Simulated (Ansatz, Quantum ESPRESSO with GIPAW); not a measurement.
## Solid-state NMR of Al2O3 (Corundum) by GIPAW

Wanted: NMR shieldings and quadrupolar couplings for each site of Al2O3 (Corundum).

What was measured: 27Al quadrupolar coupling 2.38 MHz and 27Al asymmetry η_Q 0, in “\it Ab initio 27Al NMR chemical shifts and quadrupolar parameters for Al2O3 phases and their precursors” (2011; arXiv:1110.0231), quoting earlier work. 27Al quadrupolar coupling 2.4 MHz, in “NMR spectroscopy of electroceramics – Applications to lead-free perovskite oxides” (Groszewicz, Open Ceramics 5, 100083, 2021), quoting earlier work. 17O quadrupolar coupling 2.17 MHz, in “Synthesis and multinuclear magnetic resonance studies of some nitrogen-containing ceramic phases” (Leach, Durham University PhD thesis, 1990), quoting earlier work. Signs of C_Q are not measured.

Method: DFT, PBE, plane-wave PAW (pslibrary 1.0.0 recipes), scalar-relativistic, GIPAW; a patched development version of the program, in Quantum ESPRESSO with GIPAW 8.0dev (patched build).

## Step 1: The starting structure

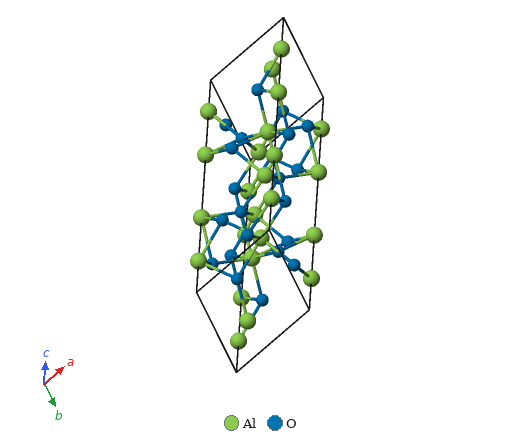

Start, viewed from a free direction; aluminium green, oxygen blue. This picture shows the conventional cell, with its axes. Some periodic images of atoms are drawn too.

The cell is an entry of the Crystallography Open Database.

## Step 2: The SCF step

First the ground state. The response equations take the occupied wavefunctions as exact, so conv_thr is set much tighter than for an energy. No empty states are asked for: the response is solved without them. The mesh has a spacing of 0.40 Å⁻¹ at most. The PAW files were made with ld1.x from the pslibrary 1.0.0 recipes, with GIPAW reconstruction switched on.

scf.in

```
&control
  calculation = 'scf'
  prefix = 'x'
  outdir = './tmp/'
  pseudo_dir = './'
/
&system
  ibrav = 0
  nat = 10
  ntyp = 2
  ecutwfc = 55
  ecutrho = 330
  nbnd = 24
/
&electrons
  conv_thr = 1.0d-10
  mixing_beta = 0.7
  electron_maxstep = 100
/
ATOMIC_SPECIES
  Al 26.982 Al.pbe-n-kjpaw_psl.1.0.0-gipaw.UPF
  O 15.999 O.pbe-n-kjpaw_psl.1.0.0-gipaw.UPF
CELL_PARAMETERS angstrom
  2.38025000 1.37423798 4.33186667
  -2.38025000 1.37423798 4.33186667
  0.00000000 -2.74847596 4.33186667
ATOMIC_POSITIONS crystal
  Al 0.85216000 0.85216000 0.85216000
  Al 0.64784000 0.64784000 0.64784000
  Al 0.14784000 0.14784000 0.14784000
  Al 0.35216000 0.35216000 0.35216000
  O 0.05668000 0.75000000 0.44332000
  O 0.75000000 0.44332000 0.05668000
  O 0.44332000 0.05668000 0.75000000
  O 0.94332000 0.25000000 0.55668000
  O 0.25000000 0.55668000 0.94332000
  O 0.55668000 0.94332000 0.25000000
K_POINTS automatic
  4 4 4 0 0 0
```

Started as:

```console
$ mpirun -np 8 pw.x -nk 8 -in scf.in > scf.out
```

Log:

```text
using ibrav=0 with symmetry is DISCOURAGED, use correct ibrav instead

     bravais-lattice index     =            0
     lattice parameter (alat)  =       9.6947  a.u.
     unit-cell volume          =     573.7299 (a.u.)^3
     number of atoms/cell      =           10
     number of atomic types    =            2
     number of electrons       =        48.00
     number of Kohn-Sham states=           24
     kinetic-energy cutoff     =      55.0000  Ry
     charge density cutoff     =     330.0000  Ry
     scf convergence threshold =      1.0E-10
     mixing beta               =       0.7000
     number of iterations used =            8  plain     mixing
     Exchange-correlation= SLA-PW-PBX-PBC
                           (   1   4   3   4   0   0   0)
[...]
Al                3.00    26.98200     Al( 1.00)
     O                 6.00    15.99900     O ( 1.00)

     12 Sym. Ops., with inversion, found ( 6 have fractional translation)
[...]
number of k points=    13
[...]
Dense  grid:    57929 G-vectors     FFT dimensions: (  60,  60,  60)

     Smooth grid:    31635 G-vectors     FFT dimensions: (  48,  48,  48)

     Check: negative core charge=   -0.000001

     Initial potential from superposition of free atoms

     starting charge      47.9908, renormalised to      48.0000
     Starting wfcs are   40 randomized atomic wfcs

     Self-consistent Calculation

     iteration #  1     ecut=    55.00 Ry     beta= 0.70
     Davidson diagonalization with overlap
     ethr =  1.00E-02,  avg # of iterations =  1.1

     total energy              =    -407.72356801 Ry
     estimated scf accuracy    <       2.51194745 Ry

     iteration #  2     ecut=    55.00 Ry     beta= 0.70
     Davidson diagonalization with overlap
     ethr =  5.23E-03,  avg # of iterations =  4.0

     total energy              =    -409.22817312 Ry
     estimated scf accuracy    <       0.40511674 Ry

     iteration #  3     ecut=    55.00 Ry     beta= 0.70
     Davidson diagonalization with overlap
     ethr =  8.44E-04,  avg # of iterations =  5.2

     total energy              =    -409.17308910 Ry
     estimated scf accuracy    <       0.31087057 Ry

[...]
c_bands:  5 eigenvalues not converged
     c_bands: 16 eigenvalues not converged on the other pools
[...]
total energy              =    -409.32497405 Ry
[...]
iteration # 29     ecut=    55.00 Ry     beta= 0.70
     Davidson diagonalization with overlap
     ethr =  4.53E-13,  avg # of iterations =  6.0

     total energy              =    -409.32497405 Ry
     estimated scf accuracy    <          1.0E-09 Ry

     iteration # 30     ecut=    55.00 Ry     beta= 0.70
     Davidson diagonalization with overlap
     ethr =  4.53E-13,  avg # of iterations =  9.4

     End of self-consistent calculation
     [one-electron energies left out]

!    total energy              =    -409.32497405 Ry
     total all-electron energy =     -2846.977403 Ry
     estimated scf accuracy    <          2.2E-12 Ry

     The total energy is the sum of the following terms:
     one-electron contribution =     -34.36291928 Ry
     hartree contribution      =      54.14255967 Ry
     xc contribution           =     -56.74235680 Ry
     ewald contribution        =    -176.22994619 Ry
     one-center paw contrib.   =    -196.13231146 Ry

     convergence has been achieved in  30 iterations
[...]
JOB DONE.
```

It took 49 s on 8 MPI ranks of Arm Neoverse V1, shared host; peak memory 1.2 GiB; 6.5 min of CPU time.

It converged in 30 cycles to an estimated accuracy of 2e-12 Ry, on 13 irreducible k-points.

## Step 3: Shieldings

A uniform field breaks periodicity, so gipaw.x applies it as a wave of small q and takes the limit. It solves for the first-order states, builds the induced current and gets the field at each nucleus by Biot–Savart; the PAW spheres add what the smooth waves miss near the nuclei. pawproj makes the reconstruction use the PAW data sets' own projectors.

nmr.in

```
&inputgipaw
  job = 'nmr'
  prefix = 'x'
  tmp_dir = './tmp/'
  restart_mode = 'from_scratch'
  verbosity = 'low'
  q_gipaw = 0.01
  spline_ps = .true.
  conv_threshold = 1.0d-14
  use_nmr_macroscopic_shape = .false.
  pawproj(1) = .true.
  pawproj(2) = .true.
/
```

Started as:

```console
$ mpirun -np 8 gipaw.x -in nmr.in > nmr.out
```

Log:

```text
[banner, memory and clock lines left out]
[a note of our patched build left out]

     Parallelizing q-star over 1 images

     IMPORTANT: XC functional enforced from input :
     Exchange-correlation= PBE
                           (   1   4   3   4   0   0   0)
     Any further DFT definition will be discarded
     Please, verify this is what you really want

     Check: negative core charge=   -0.000001
[...]
WARNING: some symmetry operations do not permute x, y and z, so the susceptibility and the shape term are
     wrong: all shieldings move alike (in wurtzite BN nosym gave 13 and 6 ppm more at 3 and 6 points an axis).
     Run pw.x with nosym, and raise the mesh until the susceptibility stays

     alpha_pv=     38.5074 eV

     spline_ps is .false., expect some extrapolation errors

     q-space interpolation up to    66.00 Rydberg

     GIPAW job: nmr
     NMR macroscopic correction: no
[...]
Computing the magnetic susceptibility     isolve=0    ethr=  0.1000E-13
     Starting from scratch
     k-point #    1 of    13      pool #  1    cpu time:       0.8
[...]
End of magnetic susceptibility calculation

     f-sum rule (1st term):
           -45.0841         -0.0000          0.0000
             0.0000        -45.0841          0.0000
            -0.0000         -0.0000        -45.0768

     f-sum rule (2nd term):
            -0.9936         -0.0000          0.0000
            -0.0000         -0.9936          0.0000
             0.0000          0.0000         -0.9991

     f-sum rule (should be   -46.0706):
           -46.0777         -0.0000          0.0000
             0.0000        -46.0777          0.0000
            -0.0000         -0.0000        -46.0758

[... susceptibilities left out ...]
     Contributions to the NMR chemical shifts: -------------------------------

     Macroscopic shape contribution in ppm:                    0.00
             0.0000          0.0000          0.0000
             0.0000          0.0000          0.0000
             0.0000          0.0000          0.0000

     Core contribution in ppm:

     Atom  1  Al  pos: ( -0.000000  0.000000  2.158645)  core sigma:         766.76
     Atom  2  Al  pos: (  0.000000 -0.000000  1.641073)  core sigma:         766.76
     Atom  3  Al  pos: ( -0.000000 -0.000000  0.374500)  core sigma:         766.76
     Atom  4  Al  pos: (  0.000000  0.000000  0.892072)  core sigma:         766.76
     Atom  5  O   pos: ( -0.321677 -0.021419  1.055477)  core sigma:         271.07
     Atom  6  O   pos: (  0.142289  0.289290  1.055477)  core sigma:         271.07
     Atom  7  O   pos: (  0.179388 -0.267871  1.055477)  core sigma:         271.07
     Atom  8  O   pos: (  0.321677  0.021419  1.477668)  core sigma:         271.07
     Atom  9  O   pos: ( -0.142289 -0.289290  1.477668)  core sigma:         271.07
     Atom 10  O   pos: ( -0.179388  0.267871  1.477668)  core sigma:         271.07

     Bare contribution in ppm:

     Atom  1  Al  pos: ( -0.000000  0.000000  2.158645)  bare sigma:         -20.22
[...]
Atom  2  Al  pos: (  0.000000 -0.000000  1.641073)  bare sigma:         -20.22
[...]
Atom  3  Al  pos: ( -0.000000 -0.000000  0.374500)  bare sigma:         -20.22
[...]
Atom  4  Al  pos: (  0.000000  0.000000  0.892072)  bare sigma:         -20.22
[...]
Atom  5  O   pos: ( -0.321677 -0.021419  1.055477)  bare sigma:          45.30
[...]
Atom  6  O   pos: (  0.142289  0.289290  1.055477)  bare sigma:          45.30
[...]
Atom  7  O   pos: (  0.179388 -0.267871  1.055477)  bare sigma:          45.30
[...]
Atom  8  O   pos: (  0.321677  0.021419  1.477668)  bare sigma:          45.30
[...]
Atom  9  O   pos: ( -0.142289 -0.289290  1.477668)  bare sigma:          45.30
[...]
Atom 10  O   pos: ( -0.179388  0.267871  1.477668)  bare sigma:          45.30
[...]
Diamagnetic contribution in ppm:

     Atom  1  Al  pos: ( -0.000000  0.000000  2.158645)  dia sigma:           2.24
[...]
Atom  2  Al  pos: (  0.000000 -0.000000  1.641073)  dia sigma:           2.24
[...]
Atom  3  Al  pos: ( -0.000000 -0.000000  0.374500)  dia sigma:           2.24
[...]
Atom  4  Al  pos: (  0.000000  0.000000  0.892072)  dia sigma:           2.24
[...]
Atom  5  O   pos: ( -0.321677 -0.021419  1.055477)  dia sigma:          18.06
[...]
Atom  6  O   pos: (  0.142289  0.289290  1.055477)  dia sigma:          18.06
[...]
Atom  7  O   pos: (  0.179388 -0.267871  1.055477)  dia sigma:          18.06
[...]
Atom  8  O   pos: (  0.321677  0.021419  1.477668)  dia sigma:          18.06
[...]
Atom  9  O   pos: ( -0.142289 -0.289290  1.477668)  dia sigma:          18.06
[...]
Atom 10  O   pos: ( -0.179388  0.267871  1.477668)  dia sigma:          18.06
[...]
Paramagnetic contribution in ppm:

     Atom  1  Al  pos: ( -0.000000  0.000000  2.158645)  para sigma:        -214.37
[...]
Atom  2  Al  pos: (  0.000000 -0.000000  1.641073)  para sigma:        -214.37
[...]
Atom  3  Al  pos: ( -0.000000 -0.000000  0.374500)  para sigma:        -214.37
[...]
Atom  4  Al  pos: (  0.000000  0.000000  0.892072)  para sigma:        -214.37
[...]
Atom  5  O   pos: ( -0.321677 -0.021419  1.055477)  para sigma:          37.50
[...]
Atom  6  O   pos: (  0.142289  0.289290  1.055477)  para sigma:          37.50
[...]
Atom  7  O   pos: (  0.179388 -0.267871  1.055477)  para sigma:          37.50
[...]
Atom  8  O   pos: (  0.321677  0.021419  1.477668)  para sigma:          37.50
[...]
Atom  9  O   pos: ( -0.142289 -0.289290  1.477668)  para sigma:          37.50
[...]
Atom 10  O   pos: ( -0.179388  0.267871  1.477668)  para sigma:          37.50
[...]
Paramagnetic US occ-occ contribution in ppm:

     Atom  1  Al  pos: ( -0.000000  0.000000  2.158645)  para_oo sigma:          -0.86
[...]
Atom  2  Al  pos: (  0.000000 -0.000000  1.641073)  para_oo sigma:          -0.86
[...]
Atom  3  Al  pos: ( -0.000000 -0.000000  0.374500)  para_oo sigma:          -0.86
[...]
Atom  4  Al  pos: (  0.000000  0.000000  0.892072)  para_oo sigma:          -0.86
[...]
Atom  5  O   pos: ( -0.321677 -0.021419  1.055477)  para_oo sigma:          -0.71
[...]
Atom  6  O   pos: (  0.142289  0.289290  1.055477)  para_oo sigma:          -0.71
[...]
Atom  7  O   pos: (  0.179388 -0.267871  1.055477)  para_oo sigma:          -0.71
[...]
Atom  8  O   pos: (  0.321677  0.021419  1.477668)  para_oo sigma:          -0.71
[...]
Atom  9  O   pos: ( -0.142289 -0.289290  1.477668)  para_oo sigma:          -0.71
[...]
Atom 10  O   pos: ( -0.179388  0.267871  1.477668)  para_oo sigma:          -0.71
[...]
Paramagnetic US L_R Q_R contribution in ppm:

     Atom  1  Al  pos: ( -0.000000  0.000000  2.158645)  para_lq sigma:          -0.43
[...]
Atom  2  Al  pos: (  0.000000 -0.000000  1.641073)  para_lq sigma:          -0.43
[...]
Atom  3  Al  pos: ( -0.000000 -0.000000  0.374500)  para_lq sigma:          -0.43
[...]
Atom  4  Al  pos: (  0.000000  0.000000  0.892072)  para_lq sigma:          -0.43
[...]
Atom  5  O   pos: ( -0.321677 -0.021419  1.055477)  para_lq sigma:        -202.95
[...]
Atom  6  O   pos: (  0.142289  0.289290  1.055477)  para_lq sigma:        -202.95
[...]
Atom  7  O   pos: (  0.179388 -0.267871  1.055477)  para_lq sigma:        -202.95
[...]
Atom  8  O   pos: (  0.321677  0.021419  1.477668)  para_lq sigma:        -202.95
[...]
Atom  9  O   pos: ( -0.142289 -0.289290  1.477668)  para_lq sigma:        -202.95
[...]
Atom 10  O   pos: ( -0.179388  0.267871  1.477668)  para_lq sigma:        -202.95
[...]
Total NMR chemical shifts in ppm: ---------------------------------------
     (adopting the Simpson convention for anisotropy and asymmetry)-----------

     Atom  1  Al  pos: ( -0.000000  0.000000  2.158645)  Total sigma:         533.11
           537.1226          2.0650          0.0000
            -2.0650        537.1226         -0.0000
             0.0000         -0.0000        525.0976

     Al      1    anisotropy:    -12.02    eta:    0.0000
[...]
Atom  2  Al  pos: (  0.000000 -0.000000  1.641073)  Total sigma:         533.11
[... its tensor is left out ...]
     Atom  3  Al  pos: ( -0.000000 -0.000000  0.374500)  Total sigma:         533.11
[... its tensor is left out ...]
     Atom  4  Al  pos: (  0.000000  0.000000  0.892072)  Total sigma:         533.11
[... its tensor is left out ...]
     Atom  5  O   pos: ( -0.321677 -0.021419  1.055477)  Total sigma:         168.27
           166.7499          2.7778         -2.3273
             2.7778        169.9574          1.3437
            -1.1666          0.6735        168.1142

     O       5    anisotropy:     -6.22    eta:    0.5850
[...]
Atom  6  O   pos: (  0.142289  0.289290  1.055477)  Total sigma:         168.27
[... its tensor is left out ...]
     Atom  7  O   pos: (  0.179388 -0.267871  1.055477)  Total sigma:         168.27
[... its tensor is left out ...]
     Atom  8  O   pos: (  0.321677  0.021419  1.477668)  Total sigma:         168.27
[... its tensor is left out ...]
     Atom  9  O   pos: ( -0.142289 -0.289290  1.477668)  Total sigma:         168.27
[... its tensor is left out ...]
     Atom 10  O   pos: ( -0.179388  0.267871  1.477668)  Total sigma:         168.27
[... its tensor is left out ...]
```

Run time: 3.1 min. Hardware: 8 MPI ranks; peak memory 0.74 GiB.

The f-sum rule is met to 0.0071 of 46.1 (0.02 %). Converged shieldings require that this miss be small, but a small miss does not prove them. gipaw.x warns that with these symmetry operations the susceptibility and the shape term are unreliable; the other terms are not touched.

From the symmetric part of each tensor, with principal values σ11 ≤ σ22 ≤ σ33: σ_iso is their mean, the span is σ33 − σ11 and the skew 3(σ_iso − σ22)/span. (gipaw.x prints an anisotropy in another convention.)

| site | atom no. | atoms in cell | σ_iso (ppm) | span (ppm) | skew |
| --- | --- | --- | --- | --- | --- |
| Al | 1 | 4 | 533.1 | 12.0 | -1.00 |
| O | 5 | 6 | 168.3 | 7.4 | -0.35 |

The macroscopic shape term is switched off. For a spherical sample the valence susceptibility of this run would add about 10 ppm to every site, a rough estimate, since the susceptibility converges slowly and lacks part of the PAW terms, above all in hexagonal and trigonal cells. Differences within the crystal don't depend on it, but shieldings of different compounds can't be compared to better than a few ppm without it.

An axis of order three or more runs through Al, so two principal values coincide and the skew is ±1. In this run the largest span is that of Al (site symmetry 3), with principal values 525.1, 537.1 and 537.1 ppm.

How the isotropic values are made up (ppm). The core part is that of the free atom's core; bare is the current of the smooth valence states; the last two are what the PAW spheres add to the diamagnetic and the paramagnetic current:

| site | core | bare | reconstruction, dia | reconstruction, para |
| --- | --- | --- | --- | --- |
| Al | 766.8 | -20.2 | 2.2 | -215.7 |
| O | 271.1 | 45.3 | 18.1 | -166.2 |

(Part 1 of 2 ends here.)

[Banner, clock, file and message-heading lines were taken out of the pw.x and gipaw.x logs.]

[Logs are printed without paths, hosts, clocks, repeated set-up lines and the standing remarks that a program may print on its own settings, such as how far it seeks lower states.]

[Hosts, paths, dates, database ids (printed as entryN), source tags and the programs' standing remarks are cut or masked in the printed files.]

[Where no reference line passes its bar on scatter, no shift is given, so a measured shift of this compound may stand uncompared.]
